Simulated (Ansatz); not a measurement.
How far to go with the k-point mesh at a smearing width of 0.02 eV: AlNi (Cmm2, 2 atoms in the cell)

```
CELL_PARAMETERS angstrom
      1.93288    -1.94733     0.00000
      1.93288     1.94733     0.00000
      0.00000     0.00000     3.09013
ATOMIC_POSITIONS crystal
  Al 0.00000 0.00000 0.01618
  Ni 0.50000 0.50000 0.50000
```

Level of theory: PBEsol, default PAW files made with PBE (plane waves; Ansatz, a program for electronic structure).

Base settings: basis.ecutwfc = 420 eV; kpoints.mp_grid.grid = 12 12 11; hamiltonian.xc = pbesol; hamiltonian.pseudopotentials = {kind: paw} (the program's default PAW files); scf.occupations.method = gaussian; scf.occupations.width = 0.1 eV.

In this ladder: scf.occupations.width = 0.02 eV.

Only quantities that move along the ladder and can be compared are tabulated.

The count of work is k-points × plane waves × bands × iterations; it is no time. Core times come from one kind of shared machine, to one figure; runs under 30 s give none.

The starting cell comes from a database of computed structures (which also holds hypothetical and non-ambient phases and stackings), without a prior relaxation at this level. Its lattice was rescaled by up to half a per cent. One atom was moved a little off its site on purpose. Spin polarisation is off. Ansatz's pressure includes its estimate of the finite-basis (Pulay) stress.

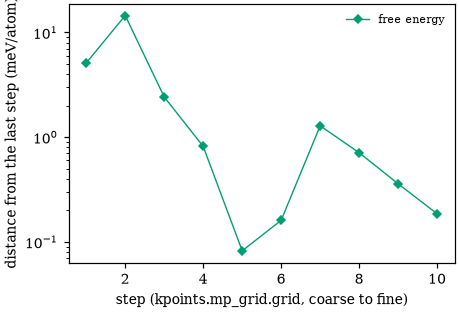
*Distance from the last step along the ladder; very small values are drawn at a floor.*

| kpoints.mp_grid.grid | free energy less the last step's (meV/atom) | pressure (GPa) | count of work / last | core time / last (rough) |
|---|---|---|---|---|
| 4 4 4 | 5.11 | 2.36 | 0.0077 | – |
| 5 5 5 | 14.51 | 1.96 | 0.0098 | – |
| 6 6 6 | -2.42 | 2.05 | 0.019 | – |
| 7 7 7 | -0.82 | 2.50 | 0.023 | – |
| 9 9 8 | 0.08 | 2.16 | 0.046 | – |
| 11 11 10 | -0.16 | 2.06 | 0.079 | – |
| 13 13 12 | 1.28 | 2.23 | 0.13 | – |
| 16 16 14 | 0.71 | 2.13 | 0.21 | – |
| 19 19 17 | 0.36 | 2.14 | 0.33 | 0.3 |
| 23 23 21 | 0.19 | 2.18 | 0.58 | 0.6 |
| 28 28 25 | 0.00 | 2.18 | 1.0 | 1 |

Coarsest kpoints.mp_grid.grid that holds the free energy within 2 meV/atom of the last step, with all finer ones: 7 7 7, at 0.023 of the last step's count of work; the step before is off by 2.4 meV/atom.

Coarsest kpoints.mp_grid.grid that holds the pressure within 0.2 GPa of the last step, with all finer ones: 9 9 8, at 0.046 of the last step's count of work; the step before is off by 0.32 GPa.

Keys are those of Ansatz 0.2.
